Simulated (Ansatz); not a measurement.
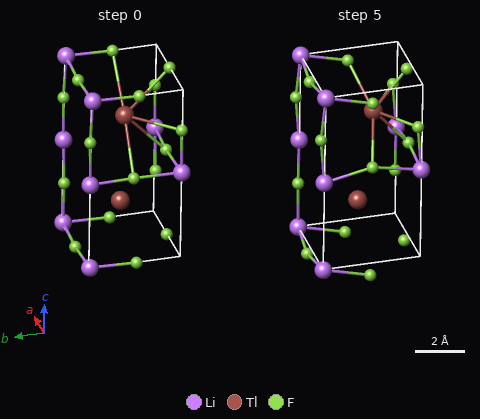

The structure of a crystal of LiTlF$_{3}$ (a generated structure, set up in P1) (coarse preliminary run) before (left) and after (right) a relaxation, at one scale.

Style: ball-and-stick. Shown: the cell of the calculation, from a free direction.

Theory: DFT PBE, scalar-relativistic, plane waves, PAW in Ansatz. (plane-wave cutoff 420 eV; k-point mesh 6 × 6 × 4; occupations gaussian; smearing width 0.2 eV; no spin polarisation; cell and atoms relaxed; force threshold 0.025 eV/Å; at most 60 steps)

Q: Summarise the run.

A: The run was cut off at its time limit before the relaxation converged, so the last structure is only a point on the way. The largest move relative to the cell is that of an F atom, 0.53 Å along [−1 2 −3]. Largest moves by element: F 0.53 Å, Tl 0.46 Å, Li 0.08 Å. The drawn cell changes as follows: a 3.928 → 3.810 Å (−3.0 %), b 3.900 → 4.146 Å (+6.3 %), c 7.696 → 7.987 Å (+3.8 %), α 90.9° → 90.3°, β 88.5° → 89.9°, γ 90.2° → 91.2°; the volume changes by +7.1 %. Among the contacts that change: F–Tl 2.730 → 2.258 Å, F–Tl 2.725 → 2.328 Å, F–Tl 2.760 → 2.367 Å, F–Tl 2.675 → 2.370 Å. Among the angles between lasting bonds that change: F–Li–F 176.8° → 153.7°, Li–F–Li 176.8° → 153.7°, F–Li–F 177.9° → 155.7°. The space group stays P1 (No. 1). Over 5 geometry steps the energy falls by 52.9 meV per atom. The largest force component goes from 0.44 to 0.18 eV/Å. The pressure goes from 0.44 to 0.02 GPa. Cost: 9.7 min on 1 thread of Arm Neoverse N1 (shared host), peak memory 0.56 GiB.
